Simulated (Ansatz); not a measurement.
# CH₃AlBrF: a ladder of functionals and wavefunction methods

How much do the methods differ for CH₃AlBrF? The plan is to run it at one geometry with functionals of several rungs and with coupled cluster. The yardstick is the atomisation energy at the CCSD(T) limit.

The runs use Ansatz 0.2.0, Gaussian basis; functionals in def2-TZVPP, the program's frozen cores in correlated methods.

Plan: LDA (SPW92), PBE-D4, revPBE-D4, BLYP-D4, r2SCAN-D4, B97M-V, PBE0-D4, B3LYP-D4, r2SCANh-D4, r2SCAN0-D4, HSE06-D4, BHLYP-D4, CAM-B3LYP-D4, LC-ωPBE, ωB97X-V, ωB97M-V, B2PLYP, PBE-QIDH; CCSD(T)/def2-SVP; CCSD(T)/def2-TZVPP; MP2/def2-QZVPP; extrapolation to the limit; RPA on PBE.

## 1. The relaxed structure

An earlier PBE0-D4 in a triple-zeta def2 set relaxation fixed the geometry.

7 atoms, charge 0, spin multiplicity 1.

Atoms are counted from 1 here; the program's logs count them from 0.

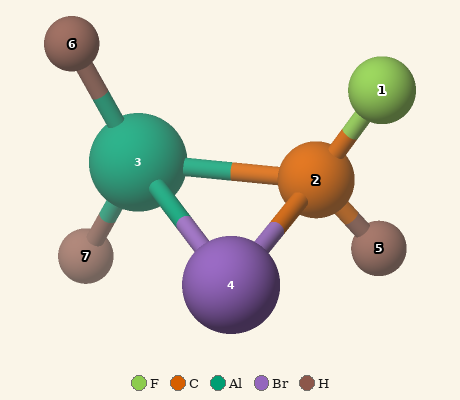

The structure; fluorine green, carbon orange, aluminium teal, bromine purple, hydrogen brown; atoms are numbered from 1 in the order of the file.

## 2. LDA

This LDA is Slater exchange with PW92 correlation.

Input file in.yaml:

```yaml
crystal:
  periodic: [false, false, false]
  atoms:
    - {symbol: F, position_ang: [-1.209853, -1.600704, 0.231911]}
    - {symbol: C, position_ang: [-0.300568, -0.824577, -0.369802]}
    - {symbol: Al, position_ang: [0.670591, 0.629206, 0.573090]}
    - {symbol: Br, position_ang: [-1.265953, 0.908290, -1.073975]}
    - {symbol: H, position_ang: [-0.009697, -1.282260, -1.316803]}
    - {symbol: H, position_ang: [0.178201, 0.972712, 2.031781]}
    - {symbol: H, position_ang: [1.998479, 1.129333, -0.121802]}
basis:
  gaussian: {orbitals: def2-TZVPP}
hamiltonian: {xc: lda}
output: {orbitals: {seedname: orbitals}}
```

Run with:

```
$ ansatz run in.yaml --threads 2 --pin off --events-out ev --progress --plain --max-ram 4352MiB
```

Further steps of the session: PBE-D4 (GGA); revPBE-D4 (GGA); BLYP-D4 (GGA); r2SCAN-D4 (meta-GGA); B97M-V (meta-GGA); B3LYP-D4 (hybrid); r2SCANh-D4 (hybrid); r2SCAN0-D4 (hybrid); HSE06-D4 (hybrid); BHLYP-D4 (hybrid); CAM-B3LYP-D4 (range-separated); LC-ωPBE (range-separated); ωB97X-V (range-separated); ωB97M-V (range-separated); B2PLYP (double hybrid); PBE-QIDH (double hybrid); CCSD(T) in def2-SVP; CCSD(T) in def2-TZVPP; MP2 in def2-QZVPP; RPA on PBE orbitals.

**Question.** What will the summary of the whole plan be? Wanted: atomisation energy, CCSD(T)/CBS; farthest beyond LDA; mean size of error, GGA; mean size of error, meta-GGA; mean size of error, hybrid; mean size of error, range-separated; mean size of error, double hybrid; gap, smallest and largest; T1 diagnostic.

The runs gave:

| quantity | value |
| --- | --- |
| atomisation energy, CCSD(T)/CBS | 21.445 eV |
| functionals within 0.214 eV (1.0 %) | revPBE-D4, BLYP-D4, r2SCAN-D4, B97M-V, PBE0-D4, B3LYP-D4, r2SCANh-D4, HSE06-D4, CAM-B3LYP-D4, ωB97X-V, ωB97M-V |
| farthest beyond LDA | BHLYP-D4 (-0.966 eV) |
| mean size of error, GGA | 0.242 eV |
| mean size of error, meta-GGA | 0.169 eV |
| mean size of error, hybrid | 0.298 eV |
| mean size of error, range-separated | 0.114 eV |
| mean size of error, double hybrid | 0.360 eV |
| gap, smallest and largest | 4.25 eV (LDA (SPW92)), 11.61 eV (LC-ωPBE) |
| T1 diagnostic | 0.0114 |
| triples share of the correlation energy | 3.5 % |

What this shows: LDA overbinds by 3.448 eV (16 %). PBE-D4 is off by +0.434 eV. Double hybrids carry the basis error of their MP2 part in triple zeta, and no dispersion term here, so their miss is partly the set-up's. The rungs range-separated, meta-GGA miss on average by less than the doubt on the reference (0.214 eV), so they tie. Misses under about 0.214 eV are within the doubt on the reference itself, which lacks core-valence correlation, relativity and higher excitations, and its outer-core shells are covered unevenly. All levels share the lack of spin-orbit coupling, which lowers the free heavy atoms and so the true binding. Hartree-Fock recovers 70 % of the binding; the rest is correlation. CCSD(T) in def2-SVP is off by -1.434 eV, worse than the median functional, from the basis alone. The gap grows from 4.2 to 11.6 eV across the functionals, mostly with the share of exact exchange. Correlated methods include outer-core shells of Br, which these sets cover unevenly.
